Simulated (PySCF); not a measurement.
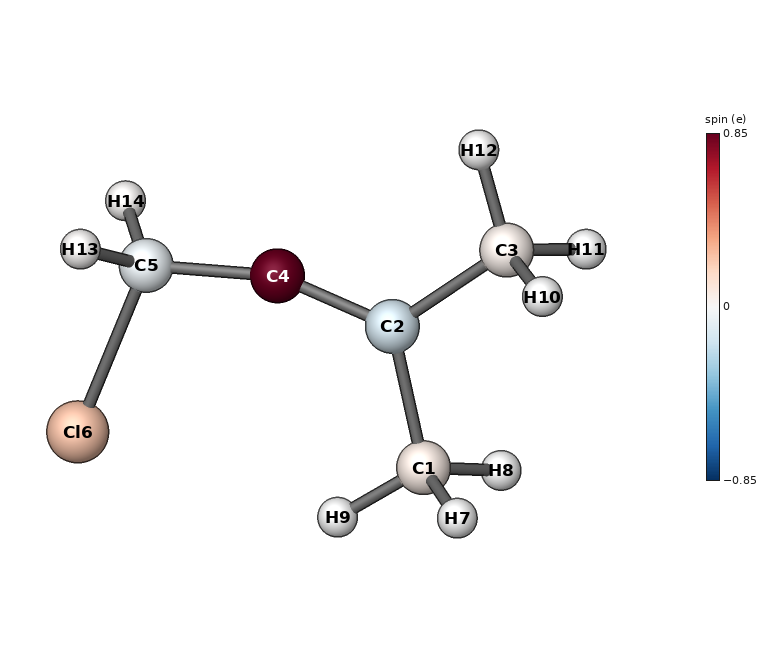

Atoms are coloured by their Mulliken spin populations. State: neutral, doublet. Computed geometry: GFN2-xTB optimisation. No frequency run is at hand to confirm it as a minimum. Method: UKS B3LYP, pcH-1 on C Cl H, non-relativistic (PySCF 2.14.0).

Give the Mulliken spin populations atom by atom.

```tsv
atom	value (e)
C1	0.06
C2	−0.14
C3	0.04
C4	0.85
C5	−0.06
Cl6	0.24
H7	0.00
H8	0.00
H9	0.00
H10	0.00
H11	0.00
H12	0.00
H13	0.01
H14	0.01
```

Mulliken values depend strongly on the basis set.
